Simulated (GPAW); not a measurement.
# Polarising Cl/W(100) with a field along the normal

The dipole of the cell at several fields, atoms fixed. What does the strongest field give, and what length does the slope stand for?

**Method.** GPAW 26.7.0, plane waves (400 eV), PAW setups, PBE, 10×10 mesh, a dipole layer in the vacuum; geometry relaxed without an applied field with GPAW. The cell's area is 9.99 Å², and e/ε0 = 180.95 V Å.

The runs, one held back:

| field (V/Å) | dipole (e Å) |
| --- | --- |
| −0.2 | −0.1795 |
| −0.1 | −0.1189 |
| −0.05 | −0.0886 |
| 0.05 | −0.0279 |
| 0.1 | 0.0025 |
| 0.2 | 0.0633 |
| 0.3 | ? |

**Question.** What is the dipole at 0.3 V/Å?

A: A line through the 6 points has the slope α = 0.607 e Å per V/Å and the intercept p₀ = −0.0582 e Å (r.m.s. residual 6.2e−05). At 0.3 V/Å it gives p = −0.0582 + 0.607 × 0.3 = 0.1239 e Å; the run gives 0.1244 e Å, so the response stays linear to 0.3 % of the induced part. Dividing by ε0 and the area: α/(ε0 A) = 0.607 × 180.95 / 9.99 = 11.00 Å, against 8.10 Å between the outer nuclei.

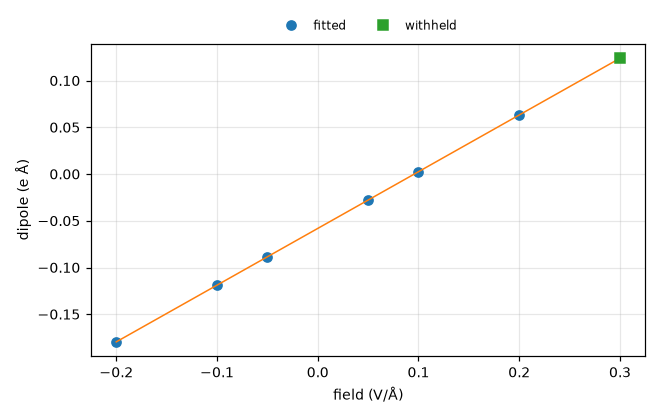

The line and the withheld run.

**Limits.** This is the electronic response alone; ions that move would add to it in polar layers. No run was spin-polarised, so magnetic states weren't tested. Spin-orbit coupling is left out, which matters for the heavier atoms here.
